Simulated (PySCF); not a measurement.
**C7H7FO: runs on many settings**

Aim: see how C7H7FO (`C[C@@]12C=C[C@@H](O1)C(F)=C2`) answers to the choice of functional, basis, grid and SCF options, and what happens with inputs that are wrong on purpose.

Computed with PySCF 2.14.0, with density-fitted response routines of our own, on a single molecule in the gas phase. Atoms count from 0, in the outputs and in this text.

### Step 1. The starting structure

16 atoms, charge 0, multiplicity 1; geometry from: GFN2-xTB.

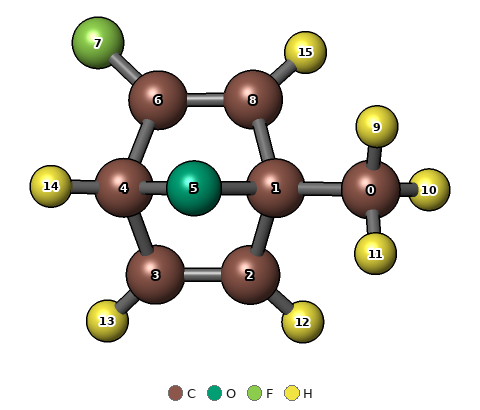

As it starts; carbon brown, oxygen teal, fluorine green, hydrogen yellow, atoms numbered; sticks join atoms by distance.

### Step 2. NMR shieldings: PBE0/pcSseg-1

Job settings and geometry (Å):

```
{"job": {"kind": "nmr", "xc": "PBE0", "basis": "pcSseg-1"}, "charge": 0, "multiplicity": 1}
C     -1.993914    -0.637673    -0.195232
C     -0.569428    -0.175549    -0.030737
C     -0.157894     1.139038    -0.720788
C      0.896417     1.571869    -0.051766
C      1.121225     0.516634     1.039333
O     -0.213515     0.134632     1.323061
C      1.587404    -0.731919     0.284729
F      2.845016    -1.166574     0.329377
C      0.542867    -1.175574    -0.393331
H     -2.159102    -1.536576     0.392355
H     -2.192953    -0.849230    -1.242526
H     -2.672451     0.136938     0.151974
H     -0.663875     1.548645    -1.570544
H      1.514752     2.434442    -0.191650
H      1.676426     0.802346     1.925871
H      0.431427    -2.002505    -1.061538
```

Method: GIAO PBE0/pcSseg-1 NMR shielding, non-relativistic, gas phase.

Run with:

```bash
> OMP_NUM_THREADS=1 python probes_run.py task.json out
```

One launch serves the whole session: the jobs run in the order shown.

The log of the run:

```text
coarse grid: 14120 points
cycle   1  E = -445.2024682551  dE =  1.732e+00  |g| = 7.410e-01  |ddm| = 3.811e+00
cycle   2  E = -445.0964213075  dE =  1.060e-01  |g| = 1.071e+00  |ddm| = 1.464e+00
cycle   3  E = -445.3044689686  dE = -2.080e-01  |g| = 1.352e-01  |ddm| = 9.521e-01
cycle   4  E = -445.3079493467  dE = -3.480e-03  |g| = 5.768e-02  |ddm| = 1.652e-01
cycle   5  E = -445.3085635457  dE = -6.142e-04  |g| = 2.578e-02  |ddm| = 6.412e-02
cycle   6  E = -445.3087166457  dE = -1.531e-04  |g| = 4.672e-03  |ddm| = 2.644e-02
cycle   7  E = -445.3087213879  dE = -4.742e-06  |g| = 1.428e-03  |ddm| = 5.265e-03
final grid: 138872 points
cycle   8  E = -445.3817264353  dE = -3.914e-05  |g| = 1.210e-02  |ddm| = 5.110e-02
cycle   9  E = -445.3816910010  dE =  3.543e-05  |g| = 1.865e-02  |ddm| = 2.475e-02
cycle  10  E = -445.3817541770  dE = -6.318e-05  |g| = 1.484e-03  |ddm| = 1.519e-02
cycle  11  E = -445.3817546380  dE = -4.611e-07  |g| = 3.637e-04  |ddm| = 1.628e-03
cycle  12  E = -445.3817546580  dE = -1.992e-08  |g| = 2.200e-04  |ddm| = 4.870e-04
cycle  13  E = -445.3817546699  dE = -1.190e-08  |g| = 3.619e-05  |ddm| = 2.173e-04
cycle  14  E = -445.3817546701  dE = -2.753e-10  |g| = 1.102e-05  |ddm| = 4.270e-05
converged SCF energy = -445.3817546701

GIAO shielding tensors (ppm)
atom      isotropic    diamagn.    paramagn.     s11        s22        s33       span
  0 C      167.771     242.436     -74.665    156.557    159.869    186.887     30.330
  1 C       93.735     249.673    -155.939     70.739     84.972    125.493     54.754
  2 C       24.789     250.795    -226.006   -110.913     42.355    142.925    253.838
  3 C       32.180     253.167    -220.987   -103.533     50.689    149.386    252.919
  4 C      102.128     249.195    -147.067     85.656     89.295    131.431     45.775
  5 O       85.095     399.385    -314.291     38.789     87.434    129.061     90.272
  6 C      -14.485     253.320    -267.806   -136.755     38.291     55.008    191.763
  7 F      290.867     470.568    -179.702    182.376    238.965    451.259    268.883
  8 C       64.006     253.349    -189.343    -31.025     73.291    149.752    180.777
  9 H       29.874      28.301       1.573     25.613     28.210     35.801     10.188
 10 H       30.122      28.439       1.683     26.632     27.404     36.330      9.699
 11 H       30.010      28.346       1.665     26.119     27.897     36.015      9.897
 12 H       24.415      31.977      -7.562     20.286     25.399     27.561      7.274
 13 H       24.146      31.269      -7.122     20.848     25.281     26.311      5.464
 14 H       26.932      30.964      -4.031     24.586     24.971     31.241      6.655
 15 H       25.802      31.624      -5.822     23.541     25.522     28.343      4.802
```

Wall time 26 s (1 thread of Arm Neoverse V1, shared host); peak memory 0.84 GiB.

The references, computed at this level on geometries of the same kind, shield at (ppm): 1H TMS 31.72, 13C TMS 186.9, 19F CFCl3 170.9, 17O H2O 336.1. Their shielding less the atom's gives the shift. The references are single molecules in the gas phase, so shifts against H2O, NH3, PH3, H3PO4 or CFCl3 are not on the usual liquid scales and can be off by tens of ppm. Atoms listed in one row are averaged.

| atoms | environment | σ (ppm) | δ (ppm) | δ scaled to CDCl3 |
| --- | --- | --- | --- | --- |
| C6 | fully substituted alkene carbon bonded to F | -14.5 | 201.4 | 194.7 |
| C2 | alkene CH | 24.8 | 162.1 | 156.3 |
| C3 | alkene CH | 32.2 | 154.7 | 149.1 |
| C8 | alkene CH | 64.0 | 122.9 | 118.1 |
| C1 | allylic fully substituted sp3 carbon bonded to O | 93.7 | 93.2 | 89.0 |
| C4 | allylic sp3 CH bonded to O | 102.1 | 84.8 | 80.8 |
| C0 | methyl carbon | 167.8 | 19.2 | 16.8 |
| H13 | hydrogen on an alkene CH | 24.15 | 7.57 | 7.24 |
| H12 | hydrogen on an alkene CH | 24.42 | 7.30 | 6.99 |
| H15 | hydrogen on an alkene CH | 25.80 | 5.91 | 5.68 |
| H14 | hydrogen on an allylic sp3 CH bonded to O | 26.93 | 4.78 | 4.62 |
| H9, H10, H11 | hydrogen on a methyl carbon | 30.00 | 1.71 | 1.72 |
| O5 | ether oxygen | 85.1 | 251.0 | – |
| F7 | vinylic fluorine | 290.9 | -119.9 | – |

The scaled column applies a straight-line fit of computed shieldings to shifts measured in CDCl3; 19F shifts take a fit of their own (root-mean-square error 0.16 ppm for H, 1.9 ppm for C).

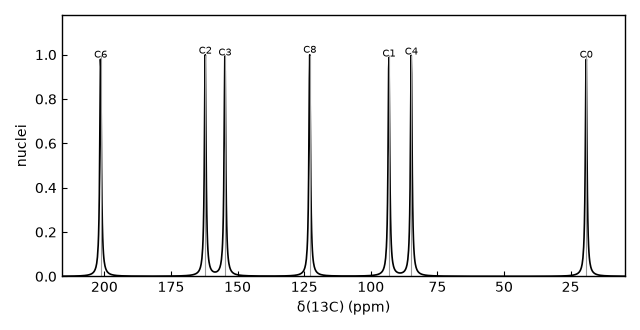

13C lines at the computed shifts, without couplings. Lines are broadened to a width of 0.73 ppm (Lorentzian).

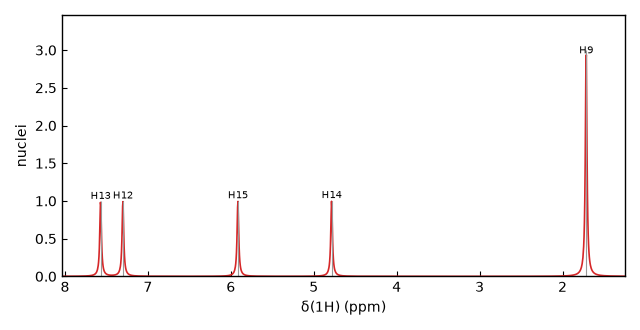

1H lines at the computed shifts, without couplings. Lines are broadened to a width of 0.02 ppm (Lorentzian).

The run also stored atomic charges by several schemes (e):

| atoms | Mulliken | IAO | Hirshfeld | ESP fit |
| --- | --- | --- | --- | --- |
| C0 | -0.11 | -0.43 | -0.12 | -0.63 |
| C1 | -0.26 | 0.22 | 0.09 | 0.67 |
| C2 | 0.03 | -0.17 | -0.06 | -0.33 |
| C3 | -0.04 | -0.18 | -0.06 | -0.21 |
| C4 | 0.02 | 0.04 | 0.03 | 0.17 |
| O5 | -0.42 | -0.39 | -0.15 | -0.46 |
| C6 | 0.36 | 0.28 | 0.07 | 0.22 |
| F7 | -0.25 | -0.25 | -0.08 | -0.15 |
| C8 | -0.06 | -0.26 | -0.10 | -0.49 |

Hirshfeld charges:

C0 -0.12; C1 0.09; C2 -0.06; C3 -0.06; C4 0.03; O5 -0.15; C6 0.07; F7 -0.08; C8 -0.10; H9 0.05; H10 0.05; H11 0.05; H12 0.06; H13 0.06; H14 0.06; H15 0.06

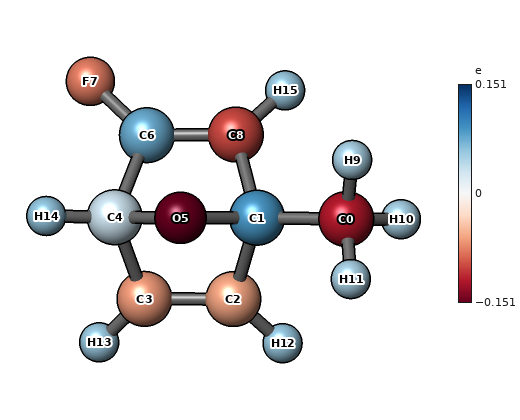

Hirshfeld charges, as colours on the atoms.

Mayer bond orders: C0–C1 1.07, C1–C2 0.92, C2–C3 1.86, C3–C4 0.94, C4–O5 0.94, C4–C6 0.97, C6–F7 0.98, C6–C8 1.82, O5–C1 0.89, C8–C1 0.90.

Ring of atoms C1, C2, C3, C4, O5: NICS(0) -1.4, NICS(1) -2.4, NICS(1)zz -4.7 ppm (means of both faces). The ring holds saturated atoms, so no π current runs round it: these values come from its σ bonds, any local π bonds and neighbouring rings, and say nothing of aromaticity.

Ring of atoms C1, C4, O5, C6, C8: NICS(0) -3.1, NICS(1) -1.5, NICS(1)zz -1.9 ppm (means of both faces). The ring holds saturated atoms, so no π current runs round it: these values come from its σ bonds, any local π bonds and neighbouring rings, and say nothing of aromaticity.

### Step 3. Excited states and response: PBE0/def2-SVPD

Same as in step 2 but for these lines:

```diff
@@ -1,2 +1,2 @@
-{"job": {"kind": "nmr", "xc": "PBE0", "basis": "pcSseg-1"}, "charge": 0, "multiplicity": 1}
+{"job": {"kind": "uv", "xc": "PBE0", "basis": "def2-SVPD", "nstates": 6, "ntriplets": 2}, "charge": 0, "multiplicity": 1}
 C     -1.993914    -0.637673    -0.195232
```

Method: TDDFT PBE0/def2-SVPD, vertical, gas phase, core orbitals frozen in the response.

The log of the run:

```text
coarse grid: 14120 points
cycle   1  E = -444.9570017353  dE =  1.651e+00  |g| = 7.011e-01  |ddm| = 8.594e+00
cycle   2  E = -444.8481550193  dE =  1.088e-01  |g| = 1.036e+00  |ddm| = 3.053e+00
cycle   3  E = -445.0538073500  dE = -2.057e-01  |g| = 1.335e-01  |ddm| = 1.971e+00
cycle   4  E = -445.0572610868  dE = -3.454e-03  |g| = 5.531e-02  |ddm| = 4.090e-01
cycle   5  E = -445.0578281485  dE = -5.671e-04  |g| = 2.510e-02  |ddm| = 1.637e-01
cycle   6  E = -445.0579754487  dE = -1.473e-04  |g| = 5.046e-03  |ddm| = 6.522e-02
cycle   7  E = -445.0579811171  dE = -5.668e-06  |g| = 1.641e-03  |ddm| = 1.639e-02
final grid: 138872 points
cycle   8  E = -445.1300646537  dE = -3.925e-05  |g| = 1.154e-02  |ddm| = 2.045e-01
cycle   9  E = -445.1300279004  dE =  3.675e-05  |g| = 1.816e-02  |ddm| = 5.436e-02
cycle  10  E = -445.1300910604  dE = -6.316e-05  |g| = 1.456e-03  |ddm| = 3.333e-02
cycle  11  E = -445.1300915386  dE = -4.782e-07  |g| = 4.007e-04  |ddm| = 3.820e-03
cycle  12  E = -445.1300915684  dE = -2.976e-08  |g| = 2.002e-04  |ddm| = 1.434e-03
cycle  13  E = -445.1300915783  dE = -9.885e-09  |g| = 3.767e-05  |ddm| = 5.502e-04
cycle  14  E = -445.1300915786  dE = -3.062e-10  |g| = 1.220e-05  |ddm| = 1.379e-04
converged SCF energy = -445.1300915786

Static polarisability (au): isotropic 75.271, principal 62.930 72.370 90.514

Singlet excitations
state   eV       nm        f      main configurations
  1   4.5913    270.0   0.00018   H->L 0.99
  2   5.4721    226.6   0.00004   H-2->L 0.59, H-1->L 0.40
  3   5.9027    210.0   0.01988   H-1->L 0.49, H-2->L 0.34, H->L+2 0.14
  4   6.2929    197.0   0.00517   H->L+1 0.96
  5   6.6024    187.8   0.00834   H->L+3 0.79, H->L+4 0.14
  6   6.7592    183.4   0.07973   H->L+2 0.72

Triplet excitations (Tamm-Dancoff, eV): 3.1045 4.1314
```

Wall time 41 s (1 thread of Arm Neoverse V1, shared host); peak memory 0.97 GiB.

The orbitals next to the gap, with their largest atomic shares:

| orbital | eV | atoms |
| --- | --- | --- |
| HOMO−3 | -9.76 | C1 15 %, C4 12 %, C3 12 % |
| HOMO−2 | -8.03 | O5 39 %, C2 12 %, C3 10 % |
| HOMO−1 | -7.99 | O5 25 %, C3 14 %, C2 14 % |
| HOMO | -6.55 | C8 24 %, C6 18 %, C3 16 % |
| LUMO | -0.87 | C2 21 %, C3 20 %, C6 14 % |
| LUMO+1 | 0.80 | C0 18 %, H10 10 %, C2 10 % |
| LUMO+2 | 1.06 | C6 18 %, C8 18 %, C3 16 % |

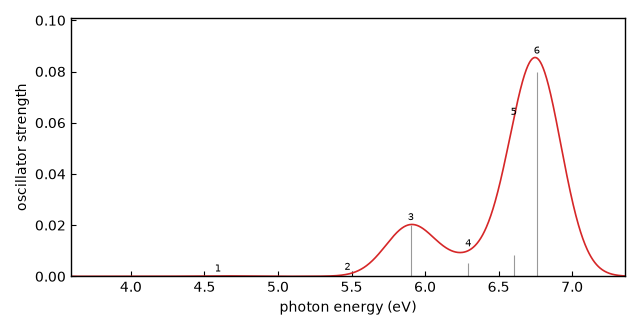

Absorption spectrum from the 6 singlet states computed; above the last one it falls off for lack of states. Lines are broadened to a width of 0.40 eV (Gaussian).

Ground-state properties from the same run:

| property | computed |
| --- | --- |
| dipole moment (D) | 1.81 |
| polarisability (Å³) | 11.15 |
| HOMO–LUMO gap (eV) | 5.68 |
| −ε(HOMO) (eV) | 6.55 |

### Step 4. TDDFT and polarisability: LC-wPBE/def2-SVPD

Same as in step 3 but for these lines:

```diff
@@ -1,2 +1,2 @@
-{"job": {"kind": "uv", "xc": "PBE0", "basis": "def2-SVPD", "nstates": 6, "ntriplets": 2}, "charge": 0, "multiplicity": 1}
+{"job": {"kind": "uv", "xc": "LC-wPBE", "basis": "def2-SVPD", "nstates": 25, "ntriplets": 0, "tda": false, "scf": {"max_cycle": 66}}, "charge": 0, "multiplicity": 2}
 C     -1.993914    -0.637673    -0.195232
```

With the program's defaults for keys left out, this is: LC-wPBE/def2-SVPD.

The log of the run:

```text
RuntimeError: Electron number 66 and spin 1 are not consistent
Note mol.spin = 2S = Nalpha - Nbeta, not 2S+1
```

Hardware: 1 thread of Arm Neoverse V1, shared host.

Why it failed: Charge and multiplicity don't fit the number of electrons: an even count needs an odd multiplicity, and the reverse. Cure: mend the charge or the multiplicity.

### Step 5. NMR shieldings: PBE0/def2-SVP

Same as in step 4 but for these lines:

```diff
@@ -1,2 +1,2 @@
-{"job": {"kind": "uv", "xc": "LC-wPBE", "basis": "def2-SVPD", "nstates": 25, "ntriplets": 0, "tda": false, "scf": {"max_cycle": 66}}, "charge": 0, "multiplicity": 2}
+{"job": {"kind": "nmr", "xc": "PBE0", "basis": "def2-SVP", "pop": false, "scf": {"conv": 1e-11}}, "charge": 0, "multiplicity": 1}
 C     -1.993914    -0.637673    -0.195232
```

Level: GIAO PBE0/def2-SVP NMR shielding, non-relativistic, gas phase.

The log of the run:

```text
final grid: 138872 points
cycle   1  E = -444.9916272853  dE =  1.669e+00  |g| = 7.427e-01  |ddm| = 4.535e+00
cycle   2  E = -444.8820632547  dE =  1.096e-01  |g| = 1.068e+00  |ddm| = 1.733e+00
cycle   3  E = -445.0981202685  dE = -2.161e-01  |g| = 1.245e-01  |ddm| = 1.092e+00
cycle   4  E = -445.1011320954  dE = -3.012e-03  |g| = 5.676e-02  |ddm| = 1.880e-01
cycle   5  E = -445.1017641590  dE = -6.321e-04  |g| = 2.487e-02  |ddm| = 7.688e-02
cycle   6  E = -445.1019141787  dE = -1.500e-04  |g| = 4.122e-03  |ddm| = 2.947e-02
cycle   7  E = -445.1019179415  dE = -3.763e-06  |g| = 1.343e-03  |ddm| = 5.523e-03
cycle   8  E = -445.1019183180  dE = -3.766e-07  |g| = 2.016e-04  |ddm| = 1.692e-03
cycle   9  E = -445.1019183247  dE = -6.659e-09  |g| = 9.908e-05  |ddm| = 3.299e-04
cycle  10  E = -445.1019183267  dE = -1.979e-09  |g| = 1.815e-05  |ddm| = 1.308e-04
cycle  11  E = -445.1019183267  dE = -6.924e-11  |g| = 1.116e-05  |ddm| = 3.344e-05
cycle  12  E = -445.1019183268  dE = -2.399e-11  |g| = 2.881e-06  |ddm| = 1.433e-05
cycle  13  E = -445.1019183268  dE = -3.297e-12  |g| = 7.360e-07  |ddm| = 4.971e-06
converged SCF energy = -445.1019183268

GIAO shielding tensors (ppm)
atom      isotropic    diamagn.    paramagn.     s11        s22        s33       span
  0 C      178.410     243.645     -65.236    168.610    172.149    194.469     25.859
  1 C      106.560     252.324    -145.764     83.944     96.750    138.987     55.044
  2 C       42.175     248.977    -206.803    -82.520     55.419    153.625    236.144
  3 C       50.325     249.051    -198.726    -73.922     64.368    160.529    234.451
  4 C      114.669     252.175    -137.506     97.736    101.173    145.097     47.362
  5 O      114.062     399.380    -285.318     72.573    113.530    156.082     83.509
  6 C        5.620     253.896    -248.276   -108.007     54.645     70.221    178.228
  7 F      308.902     466.408    -157.506    206.034    253.253    467.420    261.386
  8 C       78.843     249.573    -170.729     -9.075     84.995    160.610    169.684
  9 H       30.152      28.939       1.213     25.990     28.530     35.937      9.948
 10 H       30.341      29.206       1.134     26.966     27.738     36.318      9.352
 11 H       30.268      28.934       1.334     26.435     28.240     36.129      9.695
 12 H       24.667      32.410      -7.742     20.368     25.614     28.021      7.653
 13 H       24.526      31.648      -7.122     21.124     25.593     26.860      5.737
 14 H       27.235      30.943      -3.708     25.044     25.468     31.192      6.148
 15 H       26.101      33.054      -6.953     23.799     25.780     28.723      4.924
```

Wall time 22 s (1 thread of Arm Neoverse V1, shared host); peak memory 0.76 GiB.

In short: δ C6 190.5, C2 154.0, C3 145.8, C8 117.3, H13 7.28, H12 7.14 ppm.

### Step 6. TDDFT and polarisability: PBE0/def2-SVPD

Job settings and geometry (Å):

```
{"job": {"kind": "uv", "xc": "PBE0", "basis": "def2-SVPD", "nstates": 6, "ntriplets": 0, "tda": false, "scf": {"guess": "1e", "max_cycle": 74}}, "charge": 0, "multiplicity": 1}
C     -3.768497    -1.205202    -0.368988
C     -1.076219    -0.331788    -0.058093
C     -0.298420     2.152782    -1.362289
C      1.694228     2.970832    -0.097838
C      2.119115     0.976438     1.964339
O     -0.403543     0.254454     2.500585
C      3.000194    -1.383327     0.538138
F      5.377080    -2.204825     0.622523
C      1.026019    -2.221835    -0.743396
H     -4.080703    -2.904129     0.741551
H     -4.144681    -1.605045    -2.348374
H     -5.050932     0.258813     0.287231
H     -1.254724     2.926939    -2.968328
H      2.862881     4.601095    -0.362218
H      3.168445     1.516434     3.639896
H      0.815397    -3.784734    -2.006307
```

With the program's defaults for keys left out, this is: TDDFT PBE0/def2-SVPD, vertical, gas phase, core orbitals frozen in the response.

The log of the run:

```text
final grid: 138872 points
cycle   1  E = -289.8480900998  dE =  9.366e+01  |g| = 1.065e+01  |ddm| = 5.063e+01
cycle   2  E = -248.1352718298  dE =  4.171e+01  |g| = 1.848e+01  |ddm| = 4.938e+01
cycle   3  E = -387.5361737133  dE = -1.394e+02  |g| = 8.063e+00  |ddm| = 1.459e+01
cycle   4  E = -358.0651782560  dE =  2.947e+01  |g| = 9.407e+00  |ddm| = 1.442e+01
cycle   5  E = -412.5306174791  dE = -5.447e+01  |g| = 5.114e+00  |ddm| = 1.264e+01
cycle   6  E = -390.7036803754  dE =  2.183e+01  |g| = 6.534e+00  |ddm| = 9.239e+00
cycle   7  E = -429.3016304468  dE = -3.860e+01  |g| = 3.843e+00  |ddm| = 6.191e+00
cycle   8  E = -402.7198958983  dE =  2.658e+01  |g| = 6.102e+00  |ddm| = 7.599e+00
cycle   9  E = -429.8576489519  dE = -2.714e+01  |g| = 4.182e+00  |ddm| = 4.684e+00
cycle  10  E = -411.0189443157  dE =  1.884e+01  |g| = 5.305e+00  |ddm| = 6.403e+00
[... 54 cycles left out ...]
cycle  65  E = -439.4722048145  dE = -3.182e+00  |g| = 2.716e+00  |ddm| = 2.320e+00
cycle  66  E = -438.3050254014  dE =  1.167e+00  |g| = 3.332e+00  |ddm| = 9.136e-01
cycle  67  E = -440.5617898376  dE = -2.257e+00  |g| = 1.933e+00  |ddm| = 2.025e+00
cycle  68  E = -433.7333689758  dE =  6.828e+00  |g| = 3.797e+00  |ddm| = 4.090e+00
cycle  69  E = -437.5173125635  dE = -3.784e+00  |g| = 3.192e+00  |ddm| = 4.371e+00
cycle  70  E = -433.6774918296  dE =  3.840e+00  |g| = 4.189e+00  |ddm| = 3.433e+00
cycle  71  E = -431.9225465354  dE =  1.755e+00  |g| = 3.802e+00  |ddm| = 4.627e+00
cycle  72  E = -431.6326832151  dE =  2.899e-01  |g| = 3.681e+00  |ddm| = 4.838e+00
cycle  73  E = -441.5429405097  dE = -9.910e+00  |g| = 1.410e+00  |ddm| = 3.616e+00
cycle  74  E = -439.7247022184  dE =  1.818e+00  |g| = 2.703e+00  |ddm| = 3.044e+00
SCF not converged, last energy = -439.7247022184
```

It took 93 s on 1 thread of Arm Neoverse V1, shared host; peak memory 0.83 GiB.

Diagnosis: All coordinates were scaled by 1.89, as when Å and bohr are mixed up; on that geometry the gradient is still 2.7e+00 after 74 cycles. Cure: restore the coordinates. Numbers printed on the way are no properties of the molecule.

### Step 7. Side by side: NMR shifts

Shifts (ppm) of some atoms, chosen among heavy atoms and hydrogens apart, with basis size and wall time:

| run | C6 | C2 | C3 | H13 | H14 | O5 | F7 | functions | time |
| --- | --- | --- | --- | --- | --- | --- | --- | --- | --- |
| PBE0/pcSseg-1 | 201.4 | 162.1 | 154.7 | 7.57 | 4.78 | 251.0 | -119.9 | 188 | 26 s |
| PBE0/def2-SVP | 190.5 | 154.0 | 145.8 | 7.28 | 4.57 | 230.6 | -100.0 | 161 | 22 s |

### Step 8. Outcome

| quantity | value |
| --- | --- |
| 13C shifts against TMS (PBE0/pcSseg-1) | 201.4, 162.1, 154.7, 122.9, 93.2, 84.8, 19.2 ppm |
| 1H shifts against TMS (PBE0/pcSseg-1, means over atoms taken as alike) | 7.57, 7.30, 5.91, 4.78, 1.71 ppm |
| 17O shifts against H2O (PBE0/pcSseg-1) | 251.0 ppm |
| 19F shifts against CFCl3 (PBE0/pcSseg-1) | -119.9 ppm |
| lowest singlet (PBE0/def2-SVPD) | 4.59 eV (270 nm), f = 0.000 |
| brightest single state of those computed | state 6, 6.76 eV, f = 0.080 |
| lowest triplet | 3.10 eV |
| range of the shift of O5 | 230.6 to 251.0 ppm |
| property runs in this session | 5, of which 2 failed and 0 gave unsound results |

Single values in the summary come from the first sound run of each kind (PBE0/pcSseg-1; PBE0/def2-SVPD), which need not be the best level. At PBE0/pcSseg-1: The largest span, 269 ppm, is at F7, where the paramagnetic term is -180 ppm. The lowest singlet, at 4.59 eV, is HOMO→LUMO 0.99 and is dark; of the 6 states computed, the strongest absorption comes from state 6 at 6.76 eV (the last computed, so partners may be missing). The lowest triplet lies 1.49 eV below the lowest singlet (triplets in Tamm-Dancoff, singlets in full TDDFT). At PBE0/def2-SVPD, states above −ε(HOMO) (6.55 eV) lie where TDDFT describes them poorly and they hang on the basis; the brightest is among them. Across the 2 runs the shift of O5 moves most, between 230.6 (PBE0/def2-SVP) and 251.0 ppm (PBE0/pcSseg-1).
